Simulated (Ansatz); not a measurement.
**GaH₅O₃Si: single points with varied inputs**

How do the results and run time of GaH₅O₃Si respond when the settings are drawn wide?

Method: the settings change from run to run; program: Ansatz 0.2.0, Gaussian basis.

### 1 The geometry

The structure was relaxed beforehand with PBE0-D4 in a triple-zeta def2 set.

SMILES `[OH][Ga]([OH])[O][SiH3]`, 10 atoms, charge 0, spin multiplicity 1.

Atoms are counted from 1 here; the program's logs count them from 0.

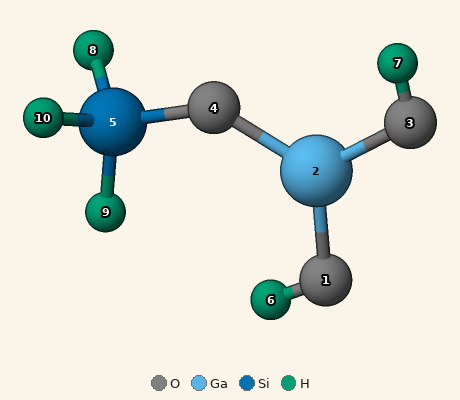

The structure; colours as in the key; atoms are numbered from 1 in the order of the file.

### 2 rPW86-PBE/cc-pVDZ

Set apart from the defaults: atoms shaken by 0.03 Å, finite nuclei, rVV10 dispersion, the search for lower states set to full.

Input file in.yaml:

```yaml
crystal:
  periodic: [false, false, false]
  atoms:
    - {symbol: O, position_ang: [-1.598814, -1.695417, 0.451827]}
    - {symbol: Ga, position_ang: [0.023814, -1.366451, -0.065303]}
    - {symbol: O, position_ang: [1.065024, -2.756468, -0.617742]}
    - {symbol: O, position_ang: [0.668851, 0.302871, -0.252218]}
    - {symbol: Si, position_ang: [0.116948, 1.854301, 0.052723]}
    - {symbol: H, position_ang: [-2.080740, -0.905159, 0.706702]}
    - {symbol: H, position_ang: [1.956022, -2.398222, -0.915612]}
    - {symbol: H, position_ang: [0.198306, 2.660466, -1.115402]}
    - {symbol: H, position_ang: [-1.326569, 1.756433, 0.676603]}
    - {symbol: H, position_ang: [1.021886, 2.472725, 1.110101]}
basis:
  gaussian: {orbitals: cc-pVDZ, nuclear_model: gaussian}
hamiltonian: {xc: {name: rPW86-PBE}, dispersion: rvv10}
scf: {lower_state_search: full}
```

Run with:

```
ansatz run in.yaml --threads 4 --pin off --events-out ev --progress --plain --max-ram 10444MiB
```

Output:

```text
Functional definition: rPW86-PBE+rVV10
  name "rPW86-PBE+rVV10"
  cite "Murray, Lee & Langreth, J. Chem. Theory Comput. 5, 2754 (2009) doi:10.1021/ct900365q"
  cite "Perdew, Burke & Ernzerhof, Phys. Rev. Lett. 77, 3865 (1996) doi:10.1103/PhysRevLett.77.3865"
  cite "Vydrov & Van Voorhis, J. Chem. Phys. 133, 244103 (2010) doi:10.1063/1.3521275"
  cite "Sabatini, Gorni & de Gironcoli, Phys. Rev. B 87, 041108(R) (2013) doi:10.1103/PhysRevB.87.041108"
  parent "pbe"
  exchange = rpw86_x
  correlation = pbe_c + rvv10(6.3, 0.0093)
1311 factors; their error is unknown
mean field evaluation 1: about -66494.5062 eV, gradient 1.0e2 eV
mean field evaluation 2: about -66385.8762 eV, gradient 2.4e2 eV
mean field evaluation 4: about -66511.4092 eV, gradient 3.1e1 eV
mean field evaluation 8: about -66513.2107 eV, gradient 2.0e-1 eV
mean field evaluation 16: about -66513.1573 eV, gradient 7.3e-5 eV
mean field evaluation 32: about -66464.3441 eV, gradient 7.6e1 eV
mean field -66513.15729333 eV, -2444.3134462927 hartree, gradient 7.3e-5 eV, S^2 0.000000; 0 other end points of the search recorded, 0 dependent functions left out
reference -66513.15741469 eV, -2444.3134507525 hartree; 37, 37 occupied and 75, 75 virtual orbitals, 1311 factors
Total energy: -66513.15741469 eV, -2444.3134507525 hartree
```

Wall time 2 s (4 threads of Intel Xeon 6975P-C, shared host); peak memory 0.26 GiB.

### 3 RPA/aug-cc-pVDZ

This run has atoms shaken by 0.03 Å, density fitting with cc-pVTZ-jkfit, a grid of angular degree 47.

Input file in.yaml:

```yaml
crystal:
  periodic: [false, false, false]
  atoms:
    - {symbol: O, position_ang: [-1.576741, -1.730522, 0.462149]}
    - {symbol: Ga, position_ang: [0.044326, -1.363963, -0.110546]}
    - {symbol: O, position_ang: [1.098399, -2.726891, -0.615036]}
    - {symbol: O, position_ang: [0.677103, 0.272309, -0.227775]}
    - {symbol: Si, position_ang: [0.203512, 1.820415, 0.125740]}
    - {symbol: H, position_ang: [-2.070153, -0.885703, 0.654326]}
    - {symbol: H, position_ang: [1.913960, -2.368872, -0.935644]}
    - {symbol: H, position_ang: [0.226541, 2.614980, -1.131538]}
    - {symbol: H, position_ang: [-1.272664, 1.788901, 0.582662]}
    - {symbol: H, position_ang: [1.022601, 2.467993, 1.159555]}
basis:
  gaussian: {orbitals: aug-cc-pVDZ, fitting: {mean_field: cc-pVTZ-jkfit}, final_grid: {core_spheres: 20, valence_spheres: 16, degree: 47}}
hamiltonian: {xc: {name: PBE0}}
correlation: {method: rpa}
```

Launched as before.

Output, cut to the lines that bear on the results:

```text
Functional definition: PBE0
  name "PBE0"
  cite "Adamo & Barone, J. Chem. Phys. 110, 6158 (1999) doi:10.1063/1.478522"
  cite "Perdew, Burke & Ernzerhof, Phys. Rev. Lett. 77, 3865 (1996) doi:10.1103/PhysRevLett.77.3865"
  parent pbe
[...]
715 factors; integrals over basis functions are off by at most 3.5e-1 eV
[...]
mean field -66464.36094028 eV, -2442.5202133933 hartree, gradient 6.9e-6 eV, S^2 0.000000; 0 other end points of the search recorded, 0 dependent functions left out
17 core orbitals not correlated: weight in the atoms' cores, before any rotation towards them, 1.000 or more for the frozen orbitals, at most 0.000 for the correlated occupied ones
reference -66389.58611230 eV, -2439.7722891492 hartree; 20, 20 occupied and 140, 140 virtual orbitals, 715 factors
Total energy: -66420.95364883 eV, -2440.9250248550 hartree
```

Run time: 3 s. Hardware: 4 threads of Intel Xeon 6975P-C, shared host; peak memory 0.41 GiB.

### 4 revPBE/aug-pcseg-2

This run has D3(BJ) dispersion, high accuracy.

Input file in.yaml:

```yaml
crystal:
  periodic: [false, false, false]
  atoms:
    - {symbol: O, position_ang: [-1.608851, -1.669449, 0.473016]}
    - {symbol: Ga, position_ang: [0.025480, -1.348846, -0.120284]}
    - {symbol: O, position_ang: [1.053717, -2.692454, -0.621203]}
    - {symbol: O, position_ang: [0.671499, 0.305165, -0.225793]}
    - {symbol: Si, position_ang: [0.135993, 1.812124, 0.096903]}
    - {symbol: H, position_ang: [-2.081521, -0.870544, 0.718985]}
    - {symbol: H, position_ang: [1.916823, -2.400412, -0.924095]}
    - {symbol: H, position_ang: [0.148436, 2.635598, -1.139944]}
    - {symbol: H, position_ang: [-1.262693, 1.774600, 0.622056]}
    - {symbol: H, position_ang: [1.001116, 2.454207, 1.120340]}
basis:
  gaussian: {orbitals: aug-pcseg-2}
hamiltonian: {xc: {name: revPBE}, dispersion: d3bj}
accuracy: high
output: {forces: true}
```

The command is unchanged.

Output, cut to the lines that bear on the results:

```text
Functional definition: revPBE
  name "revPBE"
  cite "Zhang & Yang, Phys. Rev. Lett. 80, 890 (1998) doi:10.1103/PhysRevLett.80.890"
  cite "Perdew, Burke & Ernzerhof, Phys. Rev. Lett. 77, 3865 (1996) doi:10.1103/PhysRevLett.77.3865"
[...]
5546 factors; integrals over basis functions are off by at most 4.5e-9 eV
[...]
mean field -66478.46952118 eV, -2443.0386941783 hartree, gradient 2.6e-8 eV, S^2 0.000000; 0 other end points of the search recorded, 0 dependent functions left out
[...]
reference -66478.46953039 eV, -2443.0386945167 hartree; 37, 37 occupied and 325, 325 virtual orbitals, 5546 factors
Total energy: -66478.88983715 eV, -2443.0541405051 hartree
Atom 0 at    -1.608851    -1.669449     0.473016 Å, force    -0.452013    -0.576608     0.122393 eV/Å
Atom 1 at     0.025480    -1.348846    -0.120284 Å, force     0.007709     0.114192     0.008877 eV/Å
Atom 2 at     1.053717    -2.692454    -0.621203 Å, force    -0.024107    -0.731119    -0.052377 eV/Å
Atom 3 at     0.671499     0.305165    -0.225793 Å, force     0.526402    -0.019319    -0.199882 eV/Å
Atom 4 at     0.135993     1.812124     0.096903 Å, force    -0.204841     0.442056     0.115571 eV/Å
Atom 5 at    -2.081521    -0.870544     0.718985 Å, force    -0.207046     0.400094     0.111699 eV/Å
Atom 6 at     1.916823    -2.400412    -0.924095 Å, force     0.413333     0.156068    -0.143677 eV/Å
Atom 7 at     0.148436     2.635598    -1.139944 Å, force     0.002576     0.111649    -0.158549 eV/Å
Atom 8 at    -1.262693     1.774600     0.622056 Å, force    -0.174523     0.014809     0.065855 eV/Å
Atom 9 at     1.001116     2.454207     1.120340 Å, force     0.112508     0.088178     0.130090 eV/Å
Dipole moment:     0.096090     0.281534    -0.013919 e Å
```

It took 24 s on 4 threads of Intel Xeon 6975P-C, shared host; peak memory 4.2 GiB.

Largest force 0.743 eV/Å, dipole 1.43 D.

### 5 r2SCANh/aug-cc-pVTZ

Changes to in.yaml since step 4:

```diff
@@ -14,5 +14,4 @@
 basis:
-  gaussian: {orbitals: aug-pcseg-2}
-hamiltonian: {xc: {name: revPBE}, dispersion: d3bj}
-accuracy: high
+  gaussian: {orbitals: aug-cc-pVTZ}
+hamiltonian: {xc: {name: r2SCANh}}
 output: {forces: true}
```

Launched as before.

Output, cut to the lines that bear on the results:

```text
Functional definition: r2SCANh
  name "r2SCANh"
  cite "Bursch, Neugebauer, Ehlert & Grimme, J. Chem. Phys. 156, 134105 (2022) doi:10.1063/5.0086040"
  cite "Furness, Kaplan, Ning, Perdew & Sun, J. Phys. Chem. Lett. 11, 8208 (2020) doi:10.1021/acs.jpclett.0c02405"
  cite "Furness, Kaplan, Ning, Perdew & Sun, J. Phys. Chem. Lett. 11, 9248 (2020) doi:10.1021/acs.jpclett.0c03077"
  parent r2scan
[...]
1769 factors; their error is unknown
[...]
mean field -66480.97031043 eV, -2443.1305964882 hartree, gradient 1.7e-5 eV, S^2 0.000000; 0 other end points of the search recorded, 0 dependent functions left out
[...]
reference -66480.97033048 eV, -2443.1305972251 hartree; 37, 37 occupied and 325, 325 virtual orbitals, 1769 factors
Total energy: -66480.97033048 eV, -2443.1305972251 hartree
Atom 0 at    -1.608851    -1.669449     0.473016 Å, force     0.084129     0.071469    -0.027170 eV/Å
Atom 1 at     0.025480    -1.348846    -0.120284 Å, force     0.030842     0.042783    -0.003838 eV/Å
Atom 2 at     1.053717    -2.692454    -0.621203 Å, force    -0.026715     0.115658     0.018532 eV/Å
Atom 3 at     0.671499     0.305165    -0.225793 Å, force     0.022454    -0.332037    -0.037963 eV/Å
Atom 4 at     0.135993     1.812124     0.096903 Å, force    -0.072607     0.198902     0.046666 eV/Å
Atom 5 at    -2.081521    -0.870544     0.718985 Å, force     0.032281    -0.066122    -0.017950 eV/Å
Atom 6 at     1.916823    -2.400412    -0.924095 Å, force    -0.069199    -0.025743     0.024156 eV/Å
Atom 7 at     0.148436     2.635598    -1.139944 Å, force    -0.001612    -0.006141     0.020107 eV/Å
Atom 8 at    -1.262693     1.774600     0.622056 Å, force     0.014619     0.004703    -0.006485 eV/Å
Atom 9 at     1.001116     2.454207     1.120340 Å, force    -0.014191    -0.003471    -0.016055 eV/Å
Dipole moment:     0.097121     0.323537    -0.010966 e Å
```

Wall time 8 s (4 threads of Intel Xeon 6975P-C, shared host); peak memory 1.7 GiB.

Largest force 0.335 eV/Å, dipole 1.62 D.

### 6 wPBEh/pcseg-2

Set apart from the defaults: atoms shaken by 0.03 Å.

Input file in.yaml:

```yaml
crystal:
  periodic: [false, false, false]
  atoms:
    - {symbol: O, position_ang: [-1.631632, -1.664702, 0.485323]}
    - {symbol: Ga, position_ang: [0.079891, -1.364520, -0.121673]}
    - {symbol: O, position_ang: [1.078779, -2.726464, -0.597191]}
    - {symbol: O, position_ang: [0.628031, 0.281646, -0.222273]}
    - {symbol: Si, position_ang: [0.123918, 1.820590, 0.087538]}
    - {symbol: H, position_ang: [-2.097313, -0.822219, 0.678705]}
    - {symbol: H, position_ang: [1.916835, -2.424641, -0.892417]}
    - {symbol: H, position_ang: [0.121374, 2.638701, -1.116735]}
    - {symbol: H, position_ang: [-1.268088, 1.766514, 0.612660]}
    - {symbol: H, position_ang: [1.006865, 2.477818, 1.092508]}
basis:
  gaussian: {orbitals: pcseg-2}
hamiltonian: {xc: {name: wPBEh}}
```

Launched as before.

Output, cut to the lines that bear on the results:

```text
Functional definition: wPBEh
  name "wPBEh"
  cite "Heyd, Scuseria & Ernzerhof, J. Chem. Phys. 118, 8207 (2003) doi:10.1063/1.1564060"
  cite "Krukau, Vydrov, Izmaylov & Scuseria, J. Chem. Phys. 125, 224106 (2006) doi:10.1063/1.2404663"
  cite "Heyd & Scuseria, J. Chem. Phys. 120, 7274 (2004) doi:10.1063/1.1668634"
  cite "Ernzerhof & Perdew, J. Chem. Phys. 109, 3313 (1998) doi:10.1063/1.476928"
  cite "Perdew, Burke & Ernzerhof, Phys. Rev. Lett. 77, 3865 (1996) doi:10.1103/PhysRevLett.77.3865"
  parent pbe
[...]
1421 factors; their error is unknown
100 factors; integrals over basis functions are off by at most 7.4e-7 eV
[...]
mean field -66469.72227066 eV, -2442.7172386509 hartree, gradient 3.3e-5 eV, S^2 0.000000; 0 other end points of the search recorded, 0 dependent functions left out
reference -66469.72233342 eV, -2442.7172409574 hartree; 37, 37 occupied and 200, 200 virtual orbitals, 1421 factors
Total energy: -66469.72233342 eV, -2442.7172409574 hartree
```

Wall time 1.9 s (4 threads of Intel Xeon 6975P-C, shared host); peak memory 0.55 GiB.

### 7 PBE0-DH/ANO-RCC-VTZP

Input file in.yaml:

```yaml
crystal:
  periodic: [false, false, false]
  atoms:
    - {symbol: O, position_ang: [-1.608851, -1.669449, 0.473016]}
    - {symbol: Ga, position_ang: [0.025480, -1.348846, -0.120284]}
    - {symbol: O, position_ang: [1.053717, -2.692454, -0.621203]}
    - {symbol: O, position_ang: [0.671499, 0.305165, -0.225793]}
    - {symbol: Si, position_ang: [0.135993, 1.812124, 0.096903]}
    - {symbol: H, position_ang: [-2.081521, -0.870544, 0.718985]}
    - {symbol: H, position_ang: [1.916823, -2.400412, -0.924095]}
    - {symbol: H, position_ang: [0.148436, 2.635598, -1.139944]}
    - {symbol: H, position_ang: [-1.262693, 1.774600, 0.622056]}
    - {symbol: H, position_ang: [1.001116, 2.454207, 1.120340]}
basis:
  gaussian: {orbitals: ANO-RCC-VTZP}
hamiltonian: {xc: {name: PBE0-DH}}
output: {forces: true}
```

Launched as before.

Output, cut to the lines that bear on the results:

```text
Functional definition: PBE0-DH
  name "PBE0-DH"
  cite "Brémond & Adamo, J. Chem. Phys. 135, 024106 (2011) doi:10.1063/1.3604569"
  cite "Perdew, Burke & Ernzerhof, Phys. Rev. Lett. 77, 3865 (1996) doi:10.1103/PhysRevLett.77.3865"
[...]
1423 factors; integrals over basis functions are off by at most 8.5e-4 eV
[...]
mean field -66997.96955488 eV, -2462.1299682871 hartree, gradient 3.8e-6 eV, S^2 0.000000; 0 other end points of the search recorded, 0 dependent functions left out
17 core orbitals not correlated: weight in the atoms' cores, before any rotation towards them, 1.000 or more for the frozen orbitals, at most 0.000 for the correlated occupied ones
reference -66997.96959188 eV, -2462.1299696468 hartree; 20, 20 occupied and 200, 200 virtual orbitals, 1423 factors
second order -43.69203260 eV of doubles, -0.00000000 eV of singles
[...]
Relativity: scalar
Atom 0 at    -1.608851    -1.669449     0.473016 Å, force     0.253517     0.312158    -0.071405 eV/Å
Atom 1 at     0.025480    -1.348846    -0.120284 Å, force     0.025870     0.005702    -0.004517 eV/Å
Atom 2 at     1.053717    -2.692454    -0.621203 Å, force    -0.001506     0.415841     0.033784 eV/Å
Atom 3 at     0.671499     0.305165    -0.225793 Å, force    -0.154167    -0.396940     0.022573 eV/Å
Atom 4 at     0.135993     1.812124     0.096903 Å, force    -0.047265     0.141369     0.032571 eV/Å
Atom 5 at    -2.081521    -0.870544     0.718985 Å, force     0.152710    -0.245487    -0.078571 eV/Å
Atom 6 at     1.916823    -2.400412    -0.924095 Å, force    -0.277360    -0.078088     0.098730 eV/Å
Atom 7 at     0.148436     2.635598    -1.139944 Å, force     0.003362    -0.077923     0.095470 eV/Å
Atom 8 at    -1.262693     1.774600     0.622056 Å, force     0.108563    -0.012979    -0.043398 eV/Å
Atom 9 at     1.001116     2.454207     1.120340 Å, force    -0.063723    -0.063654    -0.085236 eV/Å
Dipole moment:     0.097008     0.359279    -0.008084 e Å
```

Wall time 17 s (4 threads of Intel Xeon 6975P-C, shared host); peak memory 1 GiB.

Largest force 0.426 eV/Å, dipole 1.79 D.

### 8 r2SCANh/def2-SVPD

Options: density fitting with cc-pVTZ-jkfit, a grid of angular degree 47, high accuracy.

Changes to in.yaml since step 7:

```diff
@@ -14,4 +14,4 @@
 basis:
-  gaussian: {orbitals: ANO-RCC-VTZP}
-hamiltonian: {xc: {name: PBE0-DH}}
-output: {forces: true}
+  gaussian: {orbitals: def2-SVPD, fitting: {mean_field: cc-pVTZ-jkfit}, final_grid: {core_spheres: 20, valence_spheres: 16, degree: 47}}
+hamiltonian: {xc: {name: r2SCANh}}
+accuracy: high
```

Launched as before.

Output, cut to the lines that bear on the results:

```text
Functional definition: r2SCANh
  name "r2SCANh"
  cite "Bursch, Neugebauer, Ehlert & Grimme, J. Chem. Phys. 156, 134105 (2022) doi:10.1063/5.0086040"
  cite "Furness, Kaplan, Ning, Perdew & Sun, J. Phys. Chem. Lett. 11, 8208 (2020) doi:10.1021/acs.jpclett.0c02405"
  cite "Furness, Kaplan, Ning, Perdew & Sun, J. Phys. Chem. Lett. 11, 9248 (2020) doi:10.1021/acs.jpclett.0c03077"
  parent r2scan
[...]
715 factors; integrals over basis functions are off by at most 1.5e-1 eV
[...]
mean field -66463.36653855 eV, -2442.4836698037 hartree, gradient 6.5e-8 eV, S^2 0.000000; 0 other end points of the search recorded, 0 dependent functions left out
reference -66463.36653985 eV, -2442.4836698515 hartree; 37, 37 occupied and 134, 134 virtual orbitals, 715 factors
Total energy: -66463.36653985 eV, -2442.4836698515 hartree
```

Wall time 2.1 s (4 threads of Intel Xeon 6975P-C, shared host); peak memory 0.4 GiB.

### 9 PBE0/cc-pVTZ

This run has density fitting with def2-universal-jkfit, D3(BJ) dispersion, the search for lower states set to full.

Changes to in.yaml since step 8:

```diff
@@ -14,4 +14,5 @@
 basis:
-  gaussian: {orbitals: def2-SVPD, fitting: {mean_field: cc-pVTZ-jkfit}, final_grid: {core_spheres: 20, valence_spheres: 16, degree: 47}}
-hamiltonian: {xc: {name: r2SCANh}}
-accuracy: high
+  gaussian: {orbitals: cc-pVTZ, fitting: {mean_field: def2-universal-jkfit}}
+hamiltonian: {xc: {name: PBE0}, dispersion: d3bj}
+scf: {lower_state_search: full}
+output: {forces: true}
```

The command is unchanged.

Output, cut to the lines that bear on the results:

```text
Functional definition: PBE0
  name "PBE0"
  cite "Adamo & Barone, J. Chem. Phys. 110, 6158 (1999) doi:10.1063/1.478522"
  cite "Perdew, Burke & Ernzerhof, Phys. Rev. Lett. 77, 3865 (1996) doi:10.1103/PhysRevLett.77.3865"
  parent pbe
[...]
715 factors; integrals over basis functions are off by at most 1.1e0 eV
[...]
mean field -66468.49859938 eV, -2442.6722695606 hartree, gradient 7.4e-5 eV, S^2 0.000000; 0 other end points of the search recorded, 0 dependent functions left out
[...]
reference -66468.49863712 eV, -2442.6722709477 hartree; 37, 37 occupied and 200, 200 virtual orbitals, 715 factors
Total energy: -66468.66041559 eV, -2442.6782161966 hartree
Atom 0 at    -1.608851    -1.669449     0.473016 Å, force    -0.009100     0.056271     0.006875 eV/Å
Atom 1 at     0.025480    -1.348846    -0.120284 Å, force     0.007521    -0.003931     0.000952 eV/Å
Atom 2 at     1.053717    -2.692454    -0.621203 Å, force     0.041062     0.037251    -0.013683 eV/Å
Atom 3 at     0.671499     0.305165    -0.225793 Å, force     0.085802    -0.264168    -0.055917 eV/Å
Atom 4 at     0.135993     1.812124     0.096903 Å, force    -0.076585     0.185170     0.046914 eV/Å
Atom 5 at    -2.081521    -0.870544     0.718985 Å, force     0.046065    -0.055337    -0.022231 eV/Å
Atom 6 at     1.916823    -2.400412    -0.924095 Å, force    -0.076087    -0.013924     0.027756 eV/Å
Atom 7 at     0.148436     2.635598    -1.139944 Å, force    -0.000516     0.030959    -0.041158 eV/Å
Atom 8 at    -1.262693     1.774600     0.622056 Å, force    -0.046998     0.003010     0.016660 eV/Å
Atom 9 at     1.001116     2.454207     1.120340 Å, force     0.028834     0.024700     0.033831 eV/Å
Dipole moment:     0.094688     0.309078    -0.011255 e Å
```

It took 1.5 s on 4 threads of Intel Xeon 6975P-C, shared host; peak memory 0.44 GiB.

Largest force 0.283 eV/Å, dipole 1.55 D.

### 10 CCSD/def2-SVPD

This run has correlated electrons set to outside_noble_gas.

Changes to in.yaml since step 9:

```diff
@@ -14,5 +14,4 @@
 basis:
-  gaussian: {orbitals: cc-pVTZ, fitting: {mean_field: def2-universal-jkfit}}
-hamiltonian: {xc: {name: PBE0}, dispersion: d3bj}
-scf: {lower_state_search: full}
-output: {forces: true}
+  gaussian: {orbitals: def2-SVPD}
+hamiltonian: {xc: {name: HF}}
+correlation: {method: ccsd, electrons: outside_noble_gas}
```

Same command.

Output, cut to the lines that bear on the results:

```text
Functional definition: HF
  name "HF"
  cite "Fock, Z. Phys. 61, 126 (1930) doi:10.1007/BF01340294"
  parent pbe
[...]
1649 factors; integrals over basis functions are off by at most 9.4e-4 eV
[...]
mean field -66377.21839186 eV, -2439.3177838061 hartree, gradient 1.7e-6 eV, S^2 0.000000; 0 other end points of the search recorded, 0 dependent functions left out
22 core orbitals not correlated, not the lowest: weight in the atoms' cores, before any rotation towards them, 0.684 or more for the frozen orbitals, at most 0.295 for the correlated occupied ones
reference -66377.21839186 eV, -2439.3177838061 hartree; 15, 15 occupied and 134, 134 virtual orbitals, 1649 factors
second order -20.92687440 eV of doubles, -0.00000000 eV of singles
cycle   1  -20.98842992 eV  change   -6.2e-2 eV  update   1.3e-1
[...]
cycle   9  -21.72754132 eV  change    4.3e-6 eV  update   2.1e-5
Total energy: -66398.94593317 eV, -2440.1162562220 hartree
```

Run time: 4.7 s. Hardware: 4 threads of Intel Xeon 6975P-C, shared host; peak memory 1.6 GiB.

T1 0.016.

### 11 The runs in one table

```
               level  charge  multiplicity  geometry  functions  energy (eV)   time
   rPW86-PBE/cc-pVDZ       0             1    shaken        112   -66513.157    2 s
     RPA/aug-cc-pVDZ       0             1    shaken        177   -66420.954    3 s
  revPBE/aug-pcseg-2       0             1   relaxed        362   -66478.890   24 s
 r2SCANh/aug-cc-pVTZ       0             1   relaxed        362   -66480.970    8 s
       wPBEh/pcseg-2       0             1    shaken        237   -66469.722  1.9 s
PBE0-DH/ANO-RCC-VTZP       0             1   relaxed        237   -67003.431   17 s
   r2SCANh/def2-SVPD       0             1   relaxed        171   -66463.367  2.1 s
        PBE0/cc-pVTZ       0             1   relaxed        237   -66468.660  1.5 s
      CCSD/def2-SVPD       0             1   relaxed        171   -66398.946  4.7 s
```

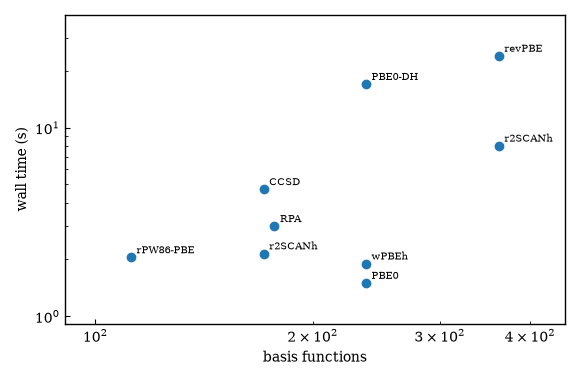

Wall time against the number of basis functions (shared host).

### 12 Summary of results

```
                                         quantity                     value
                                             runs                         9
                                         quickest       PBE0/cc-pVTZ, 1.5 s
                                          slowest  revPBE/aug-pcseg-2, 24 s
spread of total energies, same state and geometry                  604.5 eV
                  dipole, same state and geometry            1.43 to 1.79 D
```

**Reading.** revPBE/aug-pcseg-2 took 16 times as long as PBE0/cc-pVTZ. The jobs differ in tasks and options as well as level. The totals spread over 604 eV; they can't be compared across methods or bases. Some of these runs are scalar-relativistic and others not, which shifts the totals of all-electron atoms past neon by eV; core potentials, where a basis has them, take the core out of the total altogether. At the PBE0-D4/def2-TZVP geometry and in the same state, runs without warnings or point charges leave forces up to 0.74 eV/Å (revPBE/aug-pcseg-2). At that geometry and state the dipole changes by 25 % between the lowest and highest value.
